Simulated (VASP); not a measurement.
Band structure of AlCr$_{2}$C (sg194). Calculation: PBE GGA, VASP's PBE PAW potentials (set 64) (plane waves; VASP 6.6.1).

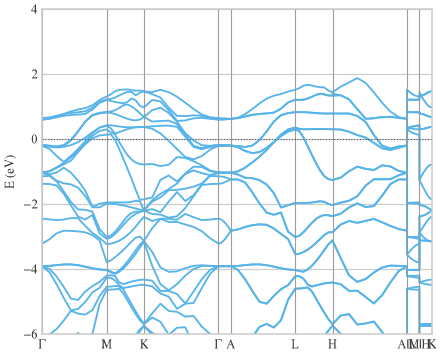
*Bands along high-symmetry lines, zero at the valence-band maximum or, without a gap, the Fermi level*

### Question
Read the plot: is there a gap, and where are the band edges?

### Answer
It has no gap at this level: it comes out as a metal or semimetal. (Edges off the drawn lines would not show.)

The compound is AlCr2C in the sg194 structure. It was relaxed first. The run is not spin-polarised, so no magnetic state was tried.
